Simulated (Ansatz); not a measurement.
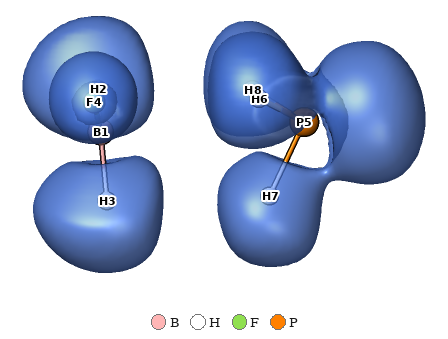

Figure. BFH2···PH3. Isosurface of the electron localisation function at 0.75 (blue), seen from one side. Only the valence region is drawn (cores and ρ < 0.01 e/Å³ removed).

Method: RKS PBE0-D4/def2-SVP (Ansatz).

Input

```
crystal:
  periodic: [false, false, false]
  atoms:
    - { symbol: B, position_ang: [-0.010868, 0.191128, 0.068788] }
    - { symbol: H, position_ang: [-0.169092, 0.523816, 1.208427] }
    - { symbol: H, position_ang: [1.073959, 0.085589, -0.45592] }
    - { symbol: F, position_ang: [-1.080614, 0.041091, -0.689694] }
    - { symbol: P, position_ang: [0.166744, -2.715313, 1.169303] }
    - { symbol: H, position_ang: [-0.640184, -2.645542, -0.004541] }
    - { symbol: H, position_ang: [1.387778, -2.58617, 0.441983] }
    - { symbol: H, position_ang: [0.056676, -1.317, 1.438954] }
basis:
  gaussian: { orbitals: def2-SVP }
hamiltonian:
  xc: pbe0
  dispersion: d4
relax:
  f_tol: 0.03
  max_steps: 50
output:
  orbitals: {}
```

Run with:

```sh
ansatz run input.yaml --threads 1 --pin off --max-ram 2048MiB --backend cpu --events-out ev --progress --plain --runs-dir out
```

The fields are those of the run's last geometry, not of the input's.

Q: What do the ELF domains correspond to?

A: The ELF exceeds this value in two regions around hydrogen nuclei, one region on F in which the atom's valence shell and bonds are merged and one joined region spread over several atoms (H, P), in which their bonds and any lone pairs are merged. Profiles from the grid: B1···P5 (3.56 Å): the ELF is about 0.05 at the midpoint (a non-bonded, intermolecular contact). B–F (1.32 Å): the ELF peaks at about 0.85 between the atoms, as expected for a polar covalent bond.
